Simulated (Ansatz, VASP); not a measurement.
# TiB2 in two plane-wave programs

One calculation is typed for both programs; each brings its own data sets. How far apart do they land? The cell is taken from a series of VASP runs on this material, whose earlier steps may have relaxed, scaled or displaced it; both programs get it as it stands. Valence electrons are named where the data sets of a main pair hold unlike numbers.

Main program and level: Ansatz 0.2.0; plane waves, with VASP 6.6.1 beside it; band structure at PBE and electric field gradients at PBE.

## (1) Starting point

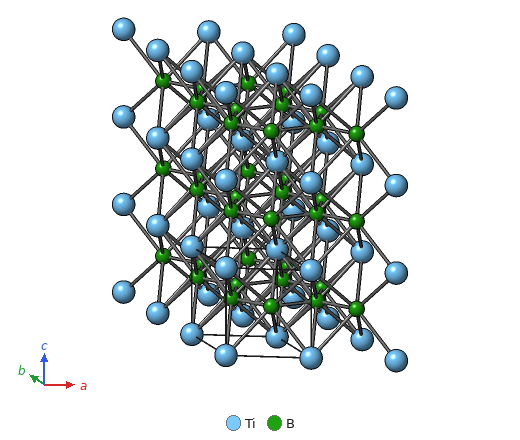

The cell as given, slightly off an axis (titanium blue, boron green). 2×3×3 cells are drawn. Some periodic images of atoms are drawn too.

Structure file:

```cif
data_structure
_symmetry_space_group_name_H-M 'P6/mmm'
_symmetry_Int_Tables_number 191
_cell_length_a 3.0342
_cell_length_b 3.0342
_cell_length_c 3.2179
_cell_angle_alpha 90.000
_cell_angle_beta 90.000
_cell_angle_gamma 120.000
_cell_volume 25.66
loop_
_atom_site_label
_atom_site_type_symbol
_atom_site_symmetry_multiplicity
_atom_site_Wyckoff_symbol
_atom_site_fract_x
_atom_site_fract_y
_atom_site_fract_z
_atom_site_occupancy
Ti1 Ti 1 a 0.00000 0.00000 0.00000 1
B1 B 2 d 0.33333 0.66667 0.50000 1
```

## (2) VASP: band structure, PBE

With cell and atoms fixed, the geometry can't cause a difference; cores, projectors, grids and the points listed under the comparison can.

Lines of VASP's logs that name or quote its potential files are left out, and so is its time.

INCAR

```
SYSTEM = TiB2
PREC = Accurate
ENCUT = 420
EDIFF = 1E-06
NELM = 100
ISMEAR = 0
SIGMA = 0.05
LREAL = .FALSE.
ALGO = Normal
GGA = PE
NBANDS = 22
LASPH = .TRUE.
LORBIT = 11
LWAVE = .FALSE.
LCHARG = .FALSE.
KPAR = 2
```

POSCAR

```
TiB2
1.0
    3.0341688589      0.0000000000      0.0000000000
   -1.5170844294      2.6276673111      0.0000000000
    0.0000000000      0.0000000000      3.2178845097
Ti B
1 2
Direct
    0.0000000000      0.0000000000      0.0000000000
    0.3333333333      0.6666666667      0.5000000000
    0.6666666667      0.3333333333      0.5000000000
```

KPOINTS

```
Automatic mesh
0
Gamma
7 7 6
0 0 0
```

KPOINTS_OPT

```
Line mode
16
Line-mode
Reciprocal
  0.00000000   0.00000000   0.00000000 GAMMA
  0.50000000   0.00000000   0.00000000 M

  0.50000000   0.00000000   0.00000000 M
  0.33333333   0.33333333   0.00000000 K

  0.33333333   0.33333333   0.00000000 K
  0.00000000   0.00000000   0.00000000 GAMMA

  0.00000000   0.00000000   0.00000000 GAMMA
  0.00000000   0.00000000   0.50000000 A

  0.00000000   0.00000000   0.50000000 A
  0.50000000   0.00000000   0.50000000 L

  0.50000000   0.00000000   0.50000000 L
  0.33333333   0.33333333   0.50000000 H

  0.33333333   0.33333333   0.50000000 H
  0.00000000   0.00000000   0.50000000 A

  0.50000000   0.00000000   0.50000000 L
  0.50000000   0.00000000   0.00000000 M

  0.33333333   0.33333333   0.00000000 K
  0.33333333   0.33333333   0.50000000 H
```

Potentials, in the order of the species: Ti_sv and B (PBE family, release 64).

Run with:

```
$ mpirun -np 2 vasp_std
```

Numbers of over 12 decimals in the logs are rounded to 6 here.

Output:

```text
[banner, memory and clock lines left out]
running    2 mpi-ranks, on    1 nodes
 distrk:  each k-point on    1 cores,    2 groups
 distr:  one band on    1 cores,    1 groups

 POSCAR found type information on POSCAR TiB
 POSCAR found :  2 types and       3 ions
 LDA part: xc-table for (Slater+PW92), standard interpolation
 POSCAR, INCAR and KPOINTS ok, starting setup
 FFT: planning ... GRIDC
 FFT: planning ... GRID_SOFT
 FFT: planning ... GRID
 WAVECAR not read
 entering main loop
       N       E                     dE             d eps       ncg     rms          rms(c)
DAV:   1     0.117936916684E+03    0.11794E+03   -0.71280E+03  1424   0.801E+02
DAV:   2    -0.228793284296E+02   -0.14082E+03   -0.13312E+03  1558   0.251E+02
DAV:   3    -0.294405544536E+02   -0.65612E+01   -0.64908E+01  1702   0.555E+01
DAV:   4    -0.295455921710E+02   -0.10504E+00   -0.10497E+00  1602   0.688E+00
DAV:   5    -0.295474551092E+02   -0.18629E-02   -0.18629E-02  1612   0.818E-01    0.167E+01
DAV:   6    -0.244439580819E+02    0.51035E+01   -0.12641E+01  1702   0.349E+01    0.369E+00
DAV:   7    -0.244233251202E+02    0.20633E-01   -0.80578E-01  1626   0.807E+00    0.334E+00
DAV:   8    -0.244237438736E+02   -0.41875E-03   -0.53165E-02  1818   0.171E+00    0.692E-01
DAV:   9    -0.244213176026E+02    0.24263E-02   -0.31168E-02  1604   0.182E+00    0.311E-01
DAV:  10    -0.244207836834E+02    0.53392E-03   -0.17961E-03  1742   0.418E-01    0.766E-02
DAV:  11    -0.244208231524E+02   -0.39469E-04   -0.38737E-04  1596   0.149E-01    0.260E-02
DAV:  12    -0.244208205465E+02    0.26059E-05   -0.15858E-05  1624   0.353E-02    0.682E-03
DAV:  13    -0.244208192498E+02    0.12967E-05   -0.32977E-06  1608   0.187E-02    0.265E-03
DAV:  14    -0.244208190584E+02    0.19141E-06   -0.16278E-07   848   0.347E-03
   1 F= -.24420819E+02 E0= -.24420595E+02  d E =-.447207E-03
 Start KPOINTS_OPT (optional k-point list driver)
k-point batch [1-32\144]
       N       E                     dE             ncg
DAV:   1    -0.126913827533E+04   -0.17114E+05     1424
DAV:   2    -0.571419220252E+04   -0.44451E+04     1558
DAV:   3    -0.593268463558E+04   -0.21849E+03     1670
DAV:   4    -0.593590063956E+04   -0.32160E+01     1534
DAV:   5    -0.593593810134E+04   -0.37462E-01     1612
DAV:   6    -0.593593870400E+04   -0.60266E-03     1540
DAV:   7    -0.593593871596E+04   -0.11954E-04     1584
DAV:   8    -0.593593871620E+04   -0.24382E-06     1128
[...]
k-point batch [129-144\144]
       N       E                     dE             ncg
DAV:   1     0.101662629940E+05   -0.12388E+05      712
DAV:   2     0.800903587120E+04   -0.21572E+04      758
DAV:   3     0.790914762066E+04   -0.99888E+02      902
DAV:   4     0.790759642435E+04   -0.15512E+01      740
DAV:   5     0.790757784330E+04   -0.18581E-01      896
DAV:   6     0.790757756927E+04   -0.27402E-03      792
DAV:   7     0.790757756442E+04   -0.48509E-05      878
DAV:   8     0.790757756434E+04   -0.85234E-07      590
```

OUTCAR, selected parts (step 2):

```text
ion  position               nearest neighbor table
   1  0.000  0.000  0.000-   2 2.38   3 2.38   2 2.38   3 2.38   2 2.38   2 2.38   3 2.38   3 2.38
                             3 2.38   3 2.38   2 2.38   2 2.38
   2  0.333  0.667  0.500-   3 1.75   3 1.75   3 1.75   1 2.38   1 2.38   1 2.38   1 2.38   1 2.38
                             1 2.38
   3  0.667  0.333  0.500-   2 1.75   2 1.75   2 1.75   1 2.38   1 2.38   1 2.38   1 2.38   1 2.38
                             1 2.38

  LATTYP: Found a hexagonal cell.
 ALAT       =     3.0341688589
 C/A-ratio  =     1.0605489211

 Subroutine GETGRP returns: Found 24 space group operations
 (whereof 24 operations were pure point group operations)

The static configuration has the point symmetry D_6h.

 Found     32 irreducible k-points:

   k-points           NKPTS =     32   k-points in BZ     NKDIM =     32   number of bands    NBANDS=     22

   dimension x,y,z NGX =    20 NGY =   20 NGZ =   24
   dimension x,y,z NGXF=    40 NGYF=   40 NGZF=   48

   ENCUT  =  420.0 eV  30.87 Ry    5.56 a.u.   5.07  5.07  5.38*2*pi/ulx,y,z

   NELECT =      18.0000    total number of electrons

 k-points in reciprocal lattice and weights: Automatic mesh
   0.00000000  0.00000000  0.00000000       0.003
   0.14285714  0.00000000  0.00000000       0.020
   0.28571429 -0.00000000  0.00000000       0.020
   0.42857143  0.00000000  0.00000000       0.020
   0.14285714  0.14285714  0.00000000       0.020
   0.28571429  0.14285714  0.00000000       0.041
   0.42857143  0.14285714  0.00000000       0.020
   0.28571429  0.28571429  0.00000000       0.020
   0.00000000  0.00000000  0.16666667       0.007
[...]
0.42857143  0.14285714  0.50000000       0.020
   0.28571429  0.28571429  0.50000000       0.020

 average (electrostatic) potential at core
       1 -70.9509       2 -22.3388       3 -22.3388

 E-fermi :   9.9642

 k-point     1 :       0.0000    0.0000    0.0000
  band No.  band energies     occupation
    ...
      5      -3.4933      2.00000
      6       7.3680      2.00000
      7       7.3680      2.00000
      8       7.7271      2.00000
      9       7.8982      2.00000
     10      11.8906      0.00000
     11      11.8906      0.00000
     12      13.6808      0.00000
     13      13.6808      0.00000
     14      15.7337      0.00000
    ...

 k-point     2 :       0.1429    0.0000    0.0000
  band No.  band energies     occupation
    ...
      5      -3.1055      2.00000
      6       6.3243      2.00000
      7       7.2929      2.00000
      8       7.4498      2.00000
      9       8.0696      2.00000
     10      11.7814      0.00000
     11      12.5085      0.00000
     12      12.6018      0.00000
     13      12.8398      0.00000
     14      16.6866      0.00000
    ...

 k-point     3 :       0.2857   -0.0000    0.0000
  band No.  band energies     occupation
    ...
      5      -2.0007      2.00000
      6       4.1352      2.00000
      7       7.0309      2.00000
      8       7.0386      2.00000
      9       8.1217      2.00000
     10      11.5464      0.00000
     11      12.1451      0.00000
     12      12.4804      0.00000
     13      13.4633      0.00000
     14      17.1536      0.00000
    ...

  Total       -0.0000752     -0.0000752      0.0024897     -0.0000000      0.0000000      0.0000000
  in kB       -0.0046933     -0.0046933      0.1554840     -0.0000000      0.0000000      0.0000000
  external PRESSURE =       0.0486991 kB  Pullay stress =       0.0000000 kB

  energy-cutoff  :      420.00
  volume of cell :       25.66
      direct lattice vectors                 reciprocal lattice vectors
     3.034168859  0.000000000  0.000000000     0.329579548  0.190282841  0.000000000
    -1.517084429  2.627667311  0.000000000     0.000000000  0.380565681  0.000000000
     0.000000000  0.000000000  3.217884510     0.000000000  0.000000000  0.310763173

 POSITION                                       TOTAL-FORCE (eV/Angst)
 -----------------------------------------------------------------------------------
      0.00000      0.00000      0.00000         0.000000      0.000000      0.000000
     -0.00000      1.75178      1.60894         0.000000      0.000000      0.000000
      1.51708      0.87589      1.60894        -0.000000     -0.000000      0.000000
 -----------------------------------------------------------------------------------
    total drift:                               -0.000000      0.000000      0.000000

  FREE ENERGIE OF THE ION-ELECTRON SYSTEM (eV)
  ---------------------------------------------------
  free  energy   TOTEN  =       -24.4208190584 eV

  energy  without entropy=      -24.4203718517  energy(sigma->0) =      -24.42059546

 total charge
# of ion       s       p       d       tot
------------------------------------------
    1        2.175   6.210   2.034  10.419
    2        0.686   1.323   0.000   2.009
    3        0.686   1.323   0.000   2.009
--------------------------------------------------
tot          3.548   8.855   2.034  14.437

[... 3 further parts left out ...]
```

The k-mesh is coarse for a metal.

The run ends at a pressure of 0.00 GPa.

## (3) Ansatz: band structure, PBE

Ansatz runs on its default PAW (the set named soft_2) files.

The same cell, functional, mesh and smearing now go to Ansatz, which takes its cutoff from its data sets.

input.yaml

```yaml
crystal:
  lattice:
    - [3.0341688589, 0.0, 0.0]
    - [-1.5170844294, 2.6276673111, 0.0]
    - [0.0, 0.0, 3.2178845097]
  atoms:
    - { symbol: Ti, position: [0.0, 0.0, 0.0] }
    - { symbol: B, position: [0.3333333333, 0.6666666667, 0.5] }
    - { symbol: B, position: [0.6666666667, 0.3333333333, 0.5] }
hamiltonian:
  xc: pbe
  pseudopotentials: { kind: paw }
kpoints:
  mp_grid: { grid: [7, 7, 6] }
  band_path:
    path:
      - [0.0, 0.0, 0.0]
      - [0.13333, 0.0, 0.0]
      - [0.3, 0.0, 0.0]
      - [0.46667, 0.0, 0.0]
      - [0.46667, 0.06667, 0.0]
      - [0.41111, 0.17778, 0.0]
      - [0.35556, 0.28889, 0.0]
      - [0.28889, 0.28889, 0.0]
      - [0.17778, 0.17778, 0.0]
      - [0.06667, 0.06667, 0.0]
      - [0.0, 0.0, 0.03333]
      - [0.0, 0.0, 0.2]
      - [0.0, 0.0, 0.36667]
      - [0.0, 0.0, 0.5]
      - [0.16667, 0.0, 0.5]
      - [0.3, 0.0, 0.5]
      - [0.46667, 0.0, 0.5]
      - [0.46667, 0.06667, 0.5]
      - [0.41111, 0.17778, 0.5]
      - [0.35556, 0.28889, 0.5]
      - [0.28889, 0.28889, 0.5]
      - [0.17778, 0.17778, 0.5]
      - [0.06667, 0.06667, 0.5]
      - [0.5, 0.0, 0.46667]
      - [0.5, 0.0, 0.3]
      - [0.5, 0.0, 0.13333]
      - [0.33333, 0.33333, 0.0]
      - [0.33333, 0.33333, 0.16667]
      - [0.33333, 0.33333, 0.33333]
      - [0.33333, 0.33333, 0.5]
    npoints: 1
scf:
  occupations: { method: gaussian, width: 0.05 }
  n_extra_bands: 7
output:
  forces: true
  stress: true
  eigenvalues: true
  write_density: true
  write_potential: true
  elf: true
  volumetric_format: npy
```

Run with:

```
$ ansatz run input.yaml --threads 2 --pin off --max-ram 4608MiB --backend cpu --events-out ev --progress --plain --runs-dir out
```

Output:

```text
scf.n_extra_bands = 7 over 9 filled bands (N_el = 18.0): the run solves 16 bands
Engine: ansatz 0.2.0, aarch64-unknown-linux-gnu
Pseudopotentials: kind: paw
Pseudopotential: Ti, paw, valence charge 12, recommended cutoff 420 eV (normal), Ti.paw.azcp
Pseudopotential: B, paw, valence charge 3, recommended cutoff 420 eV (normal), B.paw.azcp
Functional definition: PBE
  parameter kappa = 0.804
  parameter beta = 0.066725
  exchange = pbe_x(kappa = kappa, mu = beta*pi^2/3)
  correlation = pbe_c(beta = beta)
Crystal: 3 atoms, lattice volume = 25.656 Å³
Basis set: ecut = 420 eV, 503 PW (Γ), exchange–correlation on 48×48×48 points (8 copies of the dense FFT grid, shifted against one another)
Bands: 16, of which v1, the nominal top of the filled ones, is band 9 counted from 1 (8 counted from 0)
Symmetry: 24 space group operations
Space group: P6/mmm (ITA 191), of the structure as read, at distance tolerance 2.9e-5 Å
k-points: 32 of 294
Non-local potential: Ti, projectors of the file, l = 0: 3, l = 1: 2, l = 2: 3, l = 3: 1
Non-local potential: B, projectors of the file, l = 0: 2, l = 1: 2, l = 2: 1
PAW form: soft (Blöchl's): semilocal exchange-correlation on the pseudo side does not see the compensation charge
PAW one-centre angular grid: Ti, 590 points (default); XC on 64 Gauss nodes
PAW one-centre angular grid: B, 110 points (default); XC on 64 Gauss nodes
Initial density: superposition of atomic densities (neutral atoms: chi_scale 0, normalization atom), corrected by the library's trained network
Initial wavefunctions: pseudopotential atomic-orbital guess
Functional: x = pbe(κ = 0.804, μ = 0.219515), c = pbe(β = 0.066725)
SCF iter   1: F=—  HF=-2814.690623 eV  |F-HF|=—  |Δ(HF+E_count)|=         —  Δρ=3.74e-3  dr2=2.43e-3  ethr=1.77e-3  ⟨swp⟩=5.0  Hψ=2352  notcnv=0
preconditioner: auto → none  [insulator: Δε(μ)=0.224 eV  Ē_g=10.454 eV  σ=0.050 eV  W_gap=0.92  n_scr=8 (ndim 8)  ℏωp=23.2 eV  f_vac=0.000  D(μ)=0.36/eV (n_scr^D=0)  ε∞_Penn≈5.9]
SCF iter   2: F=—  HF=-2814.689933 eV  |F-HF|=—  |Δ(HF+E_count)|=   6.90e-4  Δρ=1.61e-3  dr2=4.12e-4  ethr=1.35e-5  ⟨swp⟩=1.4  Hψ=784  notcnv=0  defer=12
SCF iter   3: F=—  HF=-2814.689911 eV  |F-HF|=—  |Δ(HF+E_count)|=   2.17e-5  Δρ=2.17e-4  dr2=8.63e-6  ethr=2.29e-6  ⟨swp⟩=1.7  Hψ=470  notcnv=0  defer=12
SCF iter   4: F=—  HF=-2814.689906 eV  |F-HF|=—  |Δ(HF+E_count)|=   5.10e-6  Δρ=1.61e-5  dr2=7.29e-8  ethr=4.79e-8  ⟨swp⟩=2.2  Hψ=553  notcnv=0  defer=12
iter 5 did not close the SCF: its close was put off for the readings that it lacked (scf_convergence_deferred on its scf_iter line)
SCF iter   5: F=-2814.689906 eV  HF=-2814.689906 eV  |F-HF|=1.58e-10  |Δ(HF+E_count)|=   5.40e-9  Δρ=4.47e-6  dr2=2.25e-9  ethr=4.05e-10  ⟨swp⟩=2.2  Hψ=598  notcnv=0  defer=12
SCF iter   6: F=-2814.689906 eV  HF=-2814.689906 eV  |F-HF|=7.28e-12  |Δ(HF+E_count)|=  7.92e-10  Δρ=3.33e-7  dr2=2.14e-11  ethr=1.25e-11  ⟨swp⟩=6.6  Hψ=2626  notcnv=0
SCF 1 converged in 6 iterations: F = -2814.689906 eV  dr2 = 2.14e-11
  greatest PAW one-centre occupation: 0.999 electrons in one spin orbital (limit 2), on the Ti atom at site 0 (counted from 0), in its partial waves of l = 0
NSCF: frozen V_eff on 30 k-points
SCF converged after 6 iterations
Free energy (F): -2814.689906 eV
Harris-Foulkes:  -2814.689906 eV  (|F-HF|=7.28e-12)
Internal energy: -2814.689459 eV  (E = F + TS)
E sigma→0 (E₀):  -2814.689683 eV
Entropy (-TS):   -0.000447 eV (-0.149 meV/atom)
Fermi energy:    15.135882 eV
--- Per-component energies (eV) ---
  E_band       = -93.642127
  E_kinetic    = 375.944428
  E_local      = -787.385755  (includes V_loc(G=0)·N_el)
  E_nonlocal   = 28.777595
  E_hartree    = 333.850064
  E_xc         = -165.092433
  E_vxc        = -202.792123  (∫ρ·V_xc dr)
  E_paw        = -1204.603760  (= ΣΔE_a)
  E_vpaw       = -175.886619  (= ΣTr[D̂ρ^β])
  E_aug_tail   = 0.000100  (compensation charges beyond the density's cutoff)
  E_ewald      = -1396.179698
  E_smearing   = -0.000447  (= −TS)
  E_closure    = 0.000000  (closes the sum)
  Σ components = -2814.689906   (vs F -2814.689906, Δ=0.00e0)
--- Forces (eV/Å), atoms counted from 1 ---
  atom   1  Ti     0.00000000     0.00000000    -0.00000000
  atom   2  B      0.00000000     0.00000000    -0.00000000
  atom   3  B     -0.00000000     0.00000000     0.00000000
  max |Σ_I F_I| component: 9.25e-17 eV/Å
--- Stress (GPa, compression-positive) ---
        0.068385      -0.000000      -0.000000
       -0.000000       0.068385      -0.000000
       -0.000000      -0.000000       0.030669
  P = ⅓ Tr σ = 0.0558 GPa (0.558 kbar)
--- Band table (eV; the first three rows and the last of 32) ---
  k-point 0: bands = [... 5 lower, 12.5340, 12.5340, 12.8957, 13.0674, 17.0699, 17.0699, 18.8538, 18.8538, ... 3 higher]
  k-point 1: bands = [... 5 lower, 10.7792, 12.8271, 12.8271, 14.8245, 16.3077, 16.3077, 18.2373, 18.2373, ... 3 higher]
  k-point 2: bands = [... 5 lower, 8.6483, 13.6655, 13.6655, 15.3336, 15.3336, 16.2407, 16.8110, 16.8110, ... 3 higher]
  k-point 31: bands = [... 5 lower, 7.3643, 9.6107, 11.6397, 12.1765, 17.6828, 18.8796, 19.1814, 19.6221, ... 3 higher]
```

Elapsed: 1.6 s, on 2 threads of Arm Neoverse N1, shared host; peak memory 0.27 GiB.

## (4) Side by side

The two programs side by side:

| quantity | Ansatz | VASP | difference |
| --- | --- | --- | --- |
| pressure (GPa) | 0.06 | 0.00 | +0.05 |
| pressure without Ansatz's Pulay correction (GPa) | -0.17 | 0.00 | -0.17 |

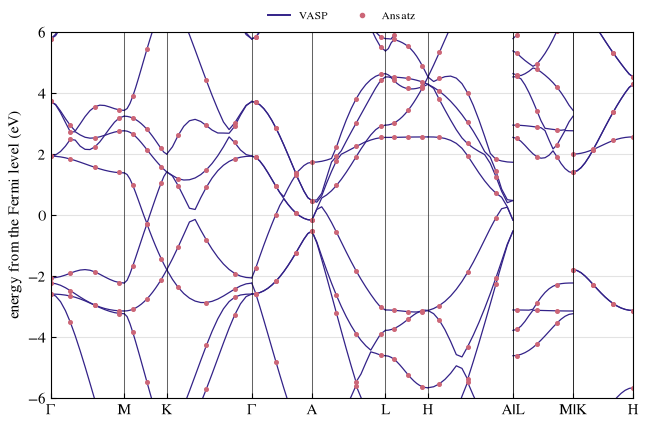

Bands from VASP (lines) and levels from Ansatz (dots). Dots without a line are higher empty bands that the VASP plot leaves out.

Levels from 3 eV below to 2 eV above the Fermi level differ by 4 meV r.m.s. and 8 meV at most; each VASP level is matched to the nearest of Ansatz, which flatters the figure a little. Ansatz's pressure holds a Pulay correction of 0.22 GPa; VASP's holds none.

## (5) Further runs

Further runs change the set-up of one program: Ansatz's method, potentials or start, or VASP's data sets, cutoff or form of LDA. The table gives that difference for each run.

| run | pressure (GPa) |
| --- | --- |
| as above | 0.051 |
| Ansatz's all-electron LAPW method | 0.047 |

[end of part 1 of 2]

[Lines on the potential files, build, host, timing and source positions are cut from VASP's logs without a mark.]

[Logs are printed without paths, hosts, clocks, repeated set-up lines and the standing remarks that a program may print on its own settings, such as how far it seeks lower states.]

[Hosts, paths, dates, database ids (printed as entryN), source tags and the programs' standing remarks are cut or masked in the printed files.]
